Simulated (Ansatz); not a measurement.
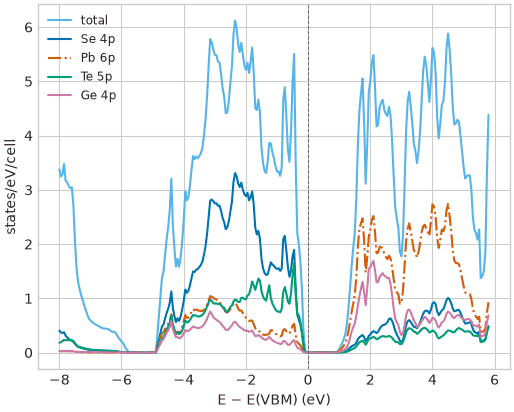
Figure. Total and projected density of states of GeTePb2Se2 in space group P3m1 (No. 156; Pearson symbol hP6), the program Ansatz at the r²SCAN+D4 level (PAW)

Q: Which orbitals carry the states next to the gap?

A: Top 1 eV of the valence band: Se 4p 40 %, Te 5p 27 %, Pb 6p 9 %, Ge 4s 9 %, Pb 6s 8 %. Bottom 1 eV of the conduction band: Pb 6p 49 %, Ge 4p 24 %, Se 4s 8 %, Se 4p 7 %. Projections are on Löwdin-orthogonalised atomic valence shells; empty p or d shells of many metals are not among them.

Q: Where is the tallest occupied peak in this window, and what makes it?

A: Near -2.3 eV, about 6.1 states/eV per cell; the largest projected share is Se 4p.

The workflow started from a Materials Project entry (that database holds measured and hypothetical structures alike); the Crystallography Open Database copy checked does not list it. Whether it is the stable phase at ambient conditions was not checked. The r²SCAN+D4 relaxation kept the symmetry of its start; its stability against distortions is not shown here. Scalar-relativistic: spin–orbit coupling is off unless named, which matters more the heavier the elements.

Potentials: the later of the program's two PAW sets.
